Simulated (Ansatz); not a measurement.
**Geometry relaxation, with input and output: C2H5F2In**

The run: geometry relaxation of C2H5F2In. Method and program: RKS PBE0-D4/def2-TZVP (Ansatz 0.2.0).

The geometry: GFN2-xTB start. Figures and captions count atoms from 1; the log counts them from 0 in places.

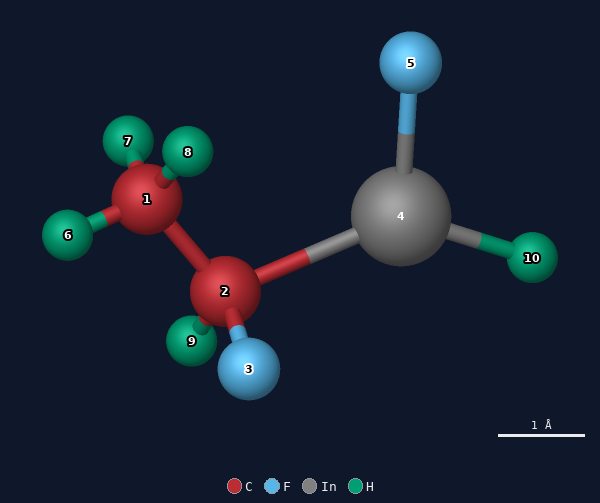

Fig. 1: The starting structure (ball-and-stick view, seen at a tilt; atoms are numbered from 1 in the order of the input). Sticks mark near contacts. Bond lengths as drawn: C–C 1.50 Å, C–F 1.39 Å, C–H 1.09 Å, C–In 2.29 Å, F–In 1.98 Å and H–In 1.75 Å.

**Input**
```yaml
crystal:
  periodic: [false, false, false]
  atoms:
    - {symbol: C, position_ang: [-0.817150, -1.066930, -0.080560]}
    - {symbol: C, position_ang: [0.404860, -0.477350, 0.565380]}
    - {symbol: F, position_ang: [0.146580, -0.118910, 1.881560]}
    - {symbol: In, position_ang: [0.895320, 1.536080, -0.403110]}
    - {symbol: F, position_ang: [-0.656210, 2.128520, -1.474810]}
    - {symbol: H, position_ang: [-1.169420, -1.937340, 0.473420]}
    - {symbol: H, position_ang: [-0.576520, -1.362890, -1.102800]}
    - {symbol: H, position_ang: [-1.618780, -0.324100, -0.108140]}
    - {symbol: H, position_ang: [1.262970, -1.150450, 0.597960]}
    - {symbol: H, position_ang: [2.128350, 2.773360, -0.348900]}
basis:
  gaussian: {orbitals: def2-TZVP}
hamiltonian: {xc: pbe0, dispersion: d4}
relax: {f_tol: 0.005, max_steps: 150}
```

Run as:
```bash
ansatz run in.yaml --threads 4 --pin off --events-out ev --progress --plain --max-ram 10444MiB
```

**What the program printed**
```
Functional definition: PBE0
  name "PBE0"
  cite "Adamo & Barone, J. Chem. Phys. 110, 6158 (1999) doi:10.1063/1.478522"
  cite "Perdew, Burke & Ernzerhof, Phys. Rev. Lett. 77, 3865 (1996) doi:10.1103/PhysRevLett.77.3865"
  parent pbe
  parameter a = 0.25
  parameter kappa = 0.804
  parameter beta = 0.06672455060314922
  exchange = (1 - a)*pbe_x(kappa = kappa, mu = beta*pi^2/3) + a*exact_x
  correlation = pbe_c(beta = beta)
1373 factors; their error is unknown
mean field evaluation 1: about -12749.9038 eV, gradient 6.6e1 eV
mean field evaluation 2: about -12730.6296 eV, gradient 1.2e2 eV
mean field evaluation 4: about -12758.5553 eV, gradient 6.7e0 eV
mean field evaluation 8: about -12758.6395 eV, gradient 2.2e-1 eV
mean field evaluation 16: about -12758.6940 eV, gradient 4.9e-4 eV
mean field -12758.69404075 eV, -468.8733578442 hartree, gradient 3.7e-5 eV, S^2 0.000000; 0 other end points of the search recorded, 0 dependent functions left out
the calculation of the forces begins
reference -12758.69408398 eV, -468.8733594328 hartree; 28, 28 occupied and 176, 176 virtual orbitals, 1373 factors
relax step   1: F+E_penalty+E_count = -12758.84453916 eV  Δ(F+E_penalty+E_count) = +0.000e0 eV  max|allowed force component| = 9.247e-1 eV/Å  Δτ_max = 0.0000 Å  (30 SCF iters, accepted)
these checks for a lower state are left out or cut short: starts, cluster_reference, orbital_swaps, neighbouring_geometries, increment
1373 factors; their error is unknown
mean field -12758.73081488 eV, -468.8747092686 hartree, gradient 1.7e-5 eV, S^2 0.000000; 0 other end points of the search recorded, 0 dependent functions left out
[... from here on the field's lines of each further geometry are left out, up to the last ...]
relax step   2: F+E_penalty+E_count = -12758.88308537 eV  Δ(F+E_penalty+E_count) = -3.855e-2 eV  max|allowed force component| = 4.079e-1 eV/Å  Δτ_max = 0.1899 Å  (32 SCF iters, accepted)
relax step   3: F+E_penalty+E_count = -12758.93006840 eV  Δ(F+E_penalty+E_count) = -4.698e-2 eV  max|allowed force component| = 1.531e-1 eV/Å  Δτ_max = 0.1002 Å  (32 SCF iters, accepted)
relax step   4: F+E_penalty+E_count = -12758.93155624 eV  Δ(F+E_penalty+E_count) = -1.488e-3 eV  max|allowed force component| = 7.854e-2 eV/Å  Δτ_max = 0.0115 Å  (34 SCF iters, accepted)
relax step   5: F+E_penalty+E_count = -12758.93201263 eV  Δ(F+E_penalty+E_count) = -4.564e-4 eV  max|allowed force component| = 2.499e-2 eV/Å  Δτ_max = 0.0073 Å  (34 SCF iters, accepted)
relax step   6: F+E_penalty+E_count = -12758.93215135 eV  Δ(F+E_penalty+E_count) = -1.387e-4 eV  max|allowed force component| = 1.288e-2 eV/Å  Δτ_max = 0.0167 Å  (34 SCF iters, accepted)
relax step   7: F+E_penalty+E_count = -12758.93228313 eV  Δ(F+E_penalty+E_count) = -1.318e-4 eV  max|allowed force component| = 1.073e-2 eV/Å  Δτ_max = 0.0148 Å  (34 SCF iters, accepted)
relax step   8: F+E_penalty+E_count = -12758.93239606 eV  Δ(F+E_penalty+E_count) = -1.129e-4 eV  max|allowed force component| = 1.739e-2 eV/Å  Δτ_max = 0.0218 Å  (34 SCF iters, accepted)
relax step   9: F+E_penalty+E_count = -12758.93259901 eV  Δ(F+E_penalty+E_count) = -2.029e-4 eV  max|allowed force component| = 3.159e-2 eV/Å  Δτ_max = 0.0711 Å  (33 SCF iters, accepted)
relax step  10: F+E_penalty+E_count = -12758.93275383 eV  Δ(F+E_penalty+E_count) = -1.548e-4 eV  max|allowed force component| = 3.516e-2 eV/Å  Δτ_max = 0.0270 Å  (34 SCF iters, accepted)
relax step  11: F+E_penalty+E_count = -12758.93290063 eV  Δ(F+E_penalty+E_count) = -1.468e-4 eV  max|allowed force component| = 1.007e-1 eV/Å  Δτ_max = 0.1317 Å  (32 SCF iters, accepted)
relax step  12: F+E_penalty+E_count = -12758.93334535 eV  Δ(F+E_penalty+E_count) = -4.447e-4 eV  max|allowed force component| = 5.882e-2 eV/Å  Δτ_max = 0.0071 Å  (34 SCF iters, accepted)
relax step  13: F+E_penalty+E_count = -12758.93316027 eV  Δ(F+E_penalty+E_count) = +1.851e-4 eV  max|allowed force component| = 1.467e-1 eV/Å  Δτ_max = 0.0356 Å  (32 SCF iters, rejected (line search))
relax step  14: F+E_penalty+E_count = -12758.93370334 eV  Δ(F+E_penalty+E_count) = -3.580e-4 eV  max|allowed force component| = 1.977e-2 eV/Å  Δτ_max = 0.0171 Å  (34 SCF iters, accepted)
relax step  15: F+E_penalty+E_count = -12758.93437382 eV  Δ(F+E_penalty+E_count) = -6.705e-4 eV  max|allowed force component| = 4.670e-2 eV/Å  Δτ_max = 0.0975 Å  (31 SCF iters, accepted)
relax step  16: F+E_penalty+E_count = -12758.93516800 eV  Δ(F+E_penalty+E_count) = -7.942e-4 eV  max|allowed force component| = 1.102e-1 eV/Å  Δτ_max = 0.1467 Å  (32 SCF iters, accepted)
relax step  17: F+E_penalty+E_count = -12758.93613526 eV  Δ(F+E_penalty+E_count) = -9.673e-4 eV  max|allowed force component| = 9.033e-2 eV/Å  Δτ_max = 0.0479 Å  (33 SCF iters, accepted)
relax step  18: F+E_penalty+E_count = -12758.93854979 eV  Δ(F+E_penalty+E_count) = -2.415e-3 eV  max|allowed force component| = 1.657e-1 eV/Å  Δτ_max = 0.1944 Å  (31 SCF iters, accepted)
relax step  19: F+E_penalty+E_count = -12758.94030595 eV  Δ(F+E_penalty+E_count) = -1.756e-3 eV  max|allowed force component| = 1.978e-1 eV/Å  Δτ_max = 0.1058 Å  (32 SCF iters, accepted)
relax step  20: F+E_penalty+E_count = -12758.94231934 eV  Δ(F+E_penalty+E_count) = -2.013e-3 eV  max|allowed force component| = 1.889e-1 eV/Å  Δτ_max = 0.1012 Å  (32 SCF iters, accepted)
relax step  21: F+E_penalty+E_count = -12758.94410071 eV  Δ(F+E_penalty+E_count) = -1.781e-3 eV  max|allowed force component| = 2.362e-1 eV/Å  Δτ_max = 0.1395 Å  (32 SCF iters, accepted)
relax step  22: F+E_penalty+E_count = -12758.94638520 eV  Δ(F+E_penalty+E_count) = -2.284e-3 eV  max|allowed force component| = 1.438e-1 eV/Å  Δτ_max = 0.0692 Å  (33 SCF iters, accepted)
relax step  23: F+E_penalty+E_count = -12758.94802948 eV  Δ(F+E_penalty+E_count) = -1.644e-3 eV  max|allowed force component| = 5.500e-2 eV/Å  Δτ_max = 0.0816 Å  (32 SCF iters, accepted)
relax step  24: F+E_penalty+E_count = -12758.94913090 eV  Δ(F+E_penalty+E_count) = -1.101e-3 eV  max|allowed force component| = 5.013e-2 eV/Å  Δτ_max = 0.0733 Å  (33 SCF iters, accepted)
relax step  25: F+E_penalty+E_count = -12758.94948858 eV  Δ(F+E_penalty+E_count) = -3.577e-4 eV  max|allowed force component| = 6.118e-2 eV/Å  Δτ_max = 0.0950 Å  (32 SCF iters, accepted)
relax step  26: F+E_penalty+E_count = -12758.94966455 eV  Δ(F+E_penalty+E_count) = -1.760e-4 eV  max|allowed force component| = 2.567e-2 eV/Å  Δτ_max = 0.0053 Å  (35 SCF iters, accepted)
relax step  27: F+E_penalty+E_count = -12758.94970267 eV  Δ(F+E_penalty+E_count) = -3.813e-5 eV  max|allowed force component| = 1.203e-2 eV/Å  Δτ_max = 0.0087 Å  (34 SCF iters, accepted)
relax step  28: F+E_penalty+E_count = -12758.94972383 eV  Δ(F+E_penalty+E_count) = -2.115e-5 eV  max|allowed force component| = 1.204e-2 eV/Å  Δτ_max = 0.0110 Å  (34 SCF iters, accepted)
relax step  29: F+E_penalty+E_count = -12758.94977069 eV  Δ(F+E_penalty+E_count) = -4.686e-5 eV  max|allowed force component| = 5.599e-3 eV/Å  Δτ_max = 0.0088 Å  (35 SCF iters, accepted)
the calculation of the forces begins
reference -12758.79882538 eV, -468.8772086083 hartree; 28, 28 occupied and 176, 176 virtual orbitals, 1373 factors
relax step  30: F+E_penalty+E_count = -12758.94977400 eV  Δ(F+E_penalty+E_count) = -3.315e-6 eV  max|allowed force component| = 4.602e-3 eV/Å  Δτ_max = 0.0087 Å  (34 SCF iters, accepted)
1373 factors; their error is unknown
mean field evaluation 224: about -12758.7486 eV, gradient 2.1e-4 eV
```

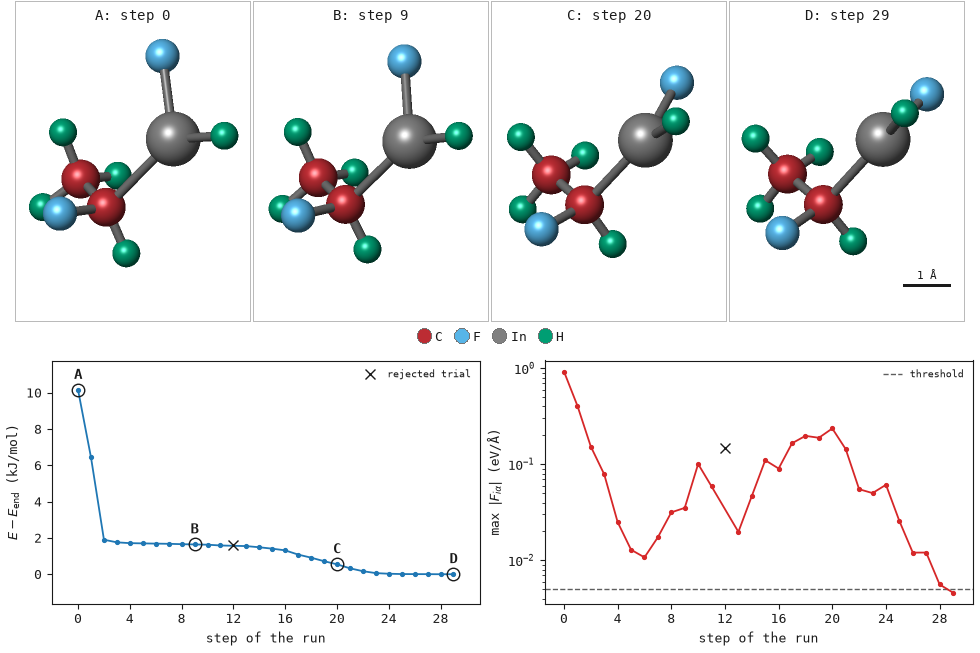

Fig. 2: Frames of the relaxation (ball-and-stick view, seen at a tilt) above the curves, on which the letters mark them (the first geometry is step 0 here and step 1 in the log).

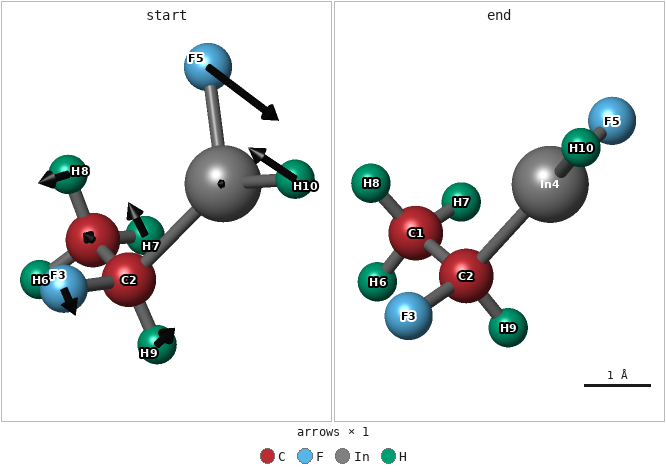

Fig. 3: Before (left) and after (right) the relaxation, at one scale (ball-and-stick view, seen at a tilt). The black arrows give the displacements, at true length. F5 moves most after the best rigid fit: 1.48 Å. Largest moves by element: F 1.48 Å, H 0.90 Å, C 0.23 Å, In 0.11 Å. Among the contacts that change: C2–In4 2.287 → 2.174 Å, In4–H10 1.748 → 1.703 Å, C2–F3 1.388 → 1.395 Å, C1–C2 1.503 → 1.507 Å. Among the angles that change: F3–C2–In4 102.4° → 110.2°, In4–C2–H9 112.8° → 107.3°, C2–In4–H10 139.6° → 144.5°. After 29 geometry steps the energy has fallen by 10.2 kJ/mol. Largest force component: 0.92 eV/Å at the start, 0.0046 eV/Å at the end. The line search rejected the trial step at point 12 (counted from 0) and went back. (Atoms are counted from 1 in the order of the input.)

```
mean field -12758.79878142 eV, -468.8772069928 hartree, gradient 1.2e-5 eV, S^2 0.000000; 1 other end points of the search recorded, 0 dependent functions left out
the calculation of the forces begins
reference -12758.79882538 eV, -468.8772086083 hartree; 28, 28 occupied and 176, 176 virtual orbitals, 1373 factors
Total energy: -12758.94981796 eV, -468.8827574833 hartree
Atom 0 at    -0.945190    -0.923744     0.076008 Å, force    -0.000421     0.000790    -0.001932 eV/Å
Atom 1 at     0.419566    -0.432452     0.485098 Å, force     0.001049    -0.003792    -0.001528 eV/Å
Atom 2 at     0.526248    -0.427552     1.875881 Å, force     0.001343     0.000044     0.003857 eV/Å
Atom 3 at     0.865112     1.541162    -0.310137 Å, force    -0.004602     0.001087    -0.002759 eV/Å
Atom 4 at     0.376130     1.420956    -2.219289 Å, force     0.002093     0.000655     0.002718 eV/Å
Atom 5 at    -1.110913    -1.942102     0.440876 Å, force     0.000335     0.000361    -0.000014 eV/Å
Atom 6 at    -1.022202    -0.926371    -1.014094 Å, force    -0.001155    -0.000429     0.000126 eV/Å
Atom 7 at    -1.741219    -0.289686     0.472330 Å, force    -0.000266    -0.000077    -0.000047 eV/Å
Atom 8 at     1.190915    -1.115183     0.113002 Å, force     0.000041     0.001655     0.000426 eV/Å
Atom 9 at     1.441554     3.094962     0.080325 Å, force     0.001584    -0.000292    -0.000847 eV/Å
Dipole moment:     0.076444    -0.088137     0.328826 e Å
```

**Trajectory as extended XYZ (Å, eV, eV/Å), 10 of the 30 frames kept, from step=1 to step=30**
```
10
Properties=species:S:1:pos:R:3:forces:R:3 step=1 energy=-12758.84454
C    -0.8172   -1.0669   -0.0806    0.0870   0.2534   0.2165
C     0.4049   -0.4773    0.5654    0.2150   0.9247  -0.5872
F     0.1466   -0.1189    1.8816   -0.1752  -0.0176   0.2680
In    0.8953    1.5361   -0.4031    0.1598  -0.3855   0.3267
F    -0.6562    2.1285   -1.4748    0.1162  -0.1147   0.1032
H    -1.1694   -1.9373    0.4734   -0.0218  -0.1701   0.0463
H    -0.5765   -1.3629   -1.1028   -0.0680  -0.0293  -0.0451
H    -1.6188   -0.3241   -0.1081   -0.0164  -0.1313  -0.1184
H     1.2630   -1.1504    0.5980   -0.0039  -0.0336  -0.1722
H     2.1284    2.7734   -0.3489   -0.2927  -0.2959  -0.0377
10
Properties=species:S:1:pos:R:3:forces:R:3 step=4 energy=-12758.93156
C    -0.8161   -1.0446   -0.0819   -0.0228   0.0360   0.0507
C     0.3887   -0.4042    0.5506    0.0548  -0.0543  -0.0780
F     0.1180   -0.1147    1.8929   -0.0138   0.0144   0.0785
In    0.9145    1.5138   -0.3447   -0.0029   0.0064   0.0016
F    -0.6287    2.0651   -1.4408    0.0078  -0.0119   0.0051
H    -1.1029   -1.9462    0.4701    0.0153   0.0189  -0.0171
H    -0.5845   -1.3290   -1.1115   -0.0104  -0.0084  -0.0099
H    -1.6677   -0.3615   -0.1092    0.0284  -0.0324  -0.0207
H     1.2465   -1.0854    0.5490   -0.0548   0.0293  -0.0100
H     2.1323    2.7067   -0.3744   -0.0017   0.0020  -0.0003
10
Properties=species:S:1:pos:R:3:forces:R:3 step=7 energy=-12758.93228
C    -0.8187   -1.0363   -0.0800   -0.0031  -0.0097   0.0037
C     0.3942   -0.4073    0.5461    0.0022   0.0040  -0.0098
F     0.1359   -0.1233    1.8951   -0.0025  -0.0029   0.0107
In    0.9166    1.5143   -0.3392    0.0101  -0.0025   0.0026
F    -0.6221    2.0348   -1.4552   -0.0057   0.0045  -0.0085
H    -1.1132   -1.9301    0.4792   -0.0001  -0.0014   0.0021
H    -0.5907   -1.3354   -1.1068   -0.0010   0.0066   0.0025
H    -1.6632   -0.3472   -0.1175   -0.0005   0.0008  -0.0031
H     1.2448   -1.0940    0.5335    0.0014  -0.0034  -0.0004
H     2.1165    2.7245   -0.3553   -0.0008   0.0040   0.0003
10
Properties=species:S:1:pos:R:3:forces:R:3 step=11 energy=-12758.93290
C    -0.8414   -1.0204   -0.0517   -0.0245   0.0075  -0.0302
C     0.4001   -0.4111    0.5386    0.0082  -0.0142   0.0204
F     0.2053   -0.1713    1.9068    0.0029  -0.0073  -0.0256
In    0.9104    1.5215   -0.3318   -0.0726   0.0357  -0.0933
F    -0.5035    1.9358   -1.6531    0.1007  -0.0302   0.0928
H    -1.0994   -1.9431    0.4792    0.0020   0.0205  -0.0184
H    -0.6680   -1.2627   -1.1051   -0.0135   0.0103   0.0567
H    -1.6937   -0.3386   -0.0093    0.0405  -0.0326  -0.0016
H     1.2453   -1.1030    0.4651   -0.0196   0.0275  -0.0012
H     2.0450    2.7928   -0.2388   -0.0242  -0.0172   0.0004
10
Properties=species:S:1:pos:R:3:forces:R:3 step=14 energy=-12758.93370
C    -0.8424   -1.0178   -0.0505   -0.0037  -0.0120  -0.0026
C     0.4011   -0.4121    0.5382    0.0020   0.0198   0.0097
F     0.2103   -0.1750    1.9068    0.0010  -0.0063  -0.0080
In    0.9100    1.5205   -0.3327   -0.0016  -0.0052  -0.0034
F    -0.4932    1.9252   -1.6576    0.0026  -0.0015  -0.0010
H    -1.1020   -1.9404    0.4782   -0.0007   0.0015   0.0011
H    -0.6718   -1.2594   -1.1027   -0.0021   0.0036   0.0000
H    -1.6922   -0.3354   -0.0061    0.0004   0.0007   0.0020
H     1.2456   -1.1026    0.4603    0.0014  -0.0044  -0.0003
H     2.0347    2.7970   -0.2338    0.0007   0.0038   0.0025
10
Properties=species:S:1:pos:R:3:forces:R:3 step=17 energy=-12758.93613
C    -0.8675   -0.9962   -0.0188   -0.0194  -0.0023  -0.0232
C     0.4066   -0.4176    0.5321    0.0160   0.0476   0.0078
F     0.2866   -0.2380    1.9158    0.0079  -0.0021  -0.0315
In    0.9008    1.5281   -0.3271   -0.0598  -0.0015  -0.0629
F    -0.3247    1.7958   -1.8571    0.0802  -0.0192   0.0903
H    -1.0933   -1.9511    0.4671   -0.0010   0.0157  -0.0085
H    -0.7620   -1.1668   -1.0937    0.0007   0.0036   0.0274
H    -1.7159   -0.3236    0.1214    0.0147  -0.0223   0.0071
H     1.2431   -1.1075    0.3820   -0.0148   0.0006  -0.0010
H     1.9262    2.8769   -0.1217   -0.0243  -0.0200  -0.0056
10
Properties=species:S:1:pos:R:3:forces:R:3 step=20 energy=-12758.94232
C    -0.9025   -0.9610    0.0215   -0.0400   0.0084  -0.0406
C     0.4132   -0.4220    0.5157    0.0391  -0.0113   0.0518
F     0.3936   -0.3214    1.9111    0.0006  -0.0126  -0.0437
In    0.8928    1.5336   -0.3103   -0.1104   0.0230  -0.1889
F    -0.0433    1.5988   -2.0603    0.1145  -0.0019   0.1818
H    -1.0914   -1.9537    0.4439    0.0009   0.0281  -0.0102
H    -0.8822   -1.0400   -1.0697    0.0014   0.0086   0.0575
H    -1.7379   -0.3087    0.2894    0.0441  -0.0357  -0.0035
H     1.2267   -1.1130    0.2665   -0.0337   0.0174   0.0039
H     1.7310    2.9873   -0.0080   -0.0165  -0.0240  -0.0081
10
Properties=species:S:1:pos:R:3:forces:R:3 step=24 energy=-12758.94913
C    -0.9345   -0.9342    0.0608    0.0064   0.0234   0.0036
C     0.4166   -0.4283    0.4968    0.0086   0.0050   0.0393
F     0.4877   -0.3993    1.8918   -0.0028  -0.0037  -0.0501
In    0.8714    1.5406   -0.3108    0.0005   0.0020   0.0143
F     0.2620    1.4569   -2.1865    0.0032   0.0014  -0.0047
H    -1.1005   -1.9515    0.4277   -0.0012  -0.0024   0.0028
H    -0.9893   -0.9406   -1.0304    0.0042  -0.0052  -0.0019
H    -1.7431   -0.3025    0.4351    0.0044  -0.0056   0.0021
H     1.2031   -1.1117    0.1583   -0.0124   0.0047  -0.0002
H     1.5267    3.0705    0.0572   -0.0110  -0.0196  -0.0053
10
Properties=species:S:1:pos:R:3:forces:R:3 step=27 energy=-12758.94970
C    -0.9425   -0.9251    0.0730   -0.0028   0.0042  -0.0081
C     0.4193   -0.4314    0.4882   -0.0097  -0.0054   0.0104
F     0.5176   -0.4241    1.8798    0.0098   0.0049  -0.0016
In    0.8658    1.5415   -0.3093   -0.0003  -0.0017  -0.0088
F     0.3507    1.4276   -2.2124    0.0042   0.0007   0.0120
H    -1.1078   -1.9431    0.4386   -0.0030  -0.0033  -0.0027
H    -1.0127   -0.9282   -1.0174   -0.0071  -0.0064  -0.0052
H    -1.7424   -0.2923    0.4634    0.0039   0.0028   0.0026
H     1.1921   -1.1156    0.1219    0.0073   0.0080   0.0018
H     1.4599    3.0907    0.0741   -0.0023  -0.0039  -0.0005
10
Properties=species:S:1:pos:R:3:forces:R:3 step=30 energy=-12758.94977
C    -0.9452   -0.9237    0.0760   -0.0004   0.0008  -0.0019
C     0.4196   -0.4325    0.4851    0.0010  -0.0038  -0.0015
F     0.5262   -0.4276    1.8759    0.0013   0.0000   0.0039
In    0.8651    1.5412   -0.3101   -0.0046   0.0011  -0.0028
F     0.3761    1.4210   -2.2193    0.0021   0.0007   0.0027
H    -1.1109   -1.9421    0.4409    0.0003   0.0004   0.0000
H    -1.0222   -0.9264   -1.0141   -0.0012  -0.0004   0.0001
H    -1.7412   -0.2897    0.4723   -0.0003  -0.0001   0.0000
H     1.1909   -1.1152    0.1130    0.0000   0.0017   0.0004
H     1.4416    3.0950    0.0803    0.0016  -0.0003  -0.0008
```

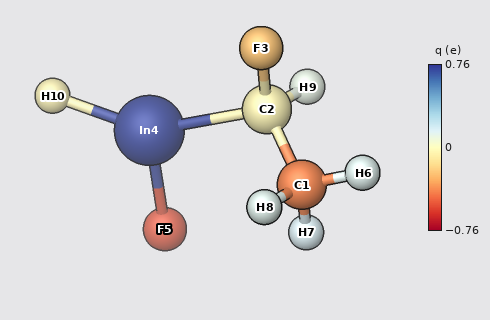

Fig. 4: Mulliken charges, as the colour of each atom (ball-and-stick view, seen at a tilt; atoms are numbered from 1 in the order of the input; Mulliken charges depend strongly on the basis). By element: C −0.39 to −0.04, F −0.53 to −0.23, In +0.72 and H −0.05 to +0.16 e.

**Key numbers**

- outcome: converged
- total energy: −12758.9498 eV
- mean-field energy: −12758.7988 eV
- dispersion energy: −0.1510 eV
- SCF solution under orbital rotations: stable
- largest force (length of the vector) at the end: 0.005 eV/Å
- dipole moment: 1.68 D
- hardware: 4 threads of AMD EPYC, 15 GiB of memory available, shared host
- wall time: 42 s (CPU time 2.5 min)
- peak memory: 0.58 GiB
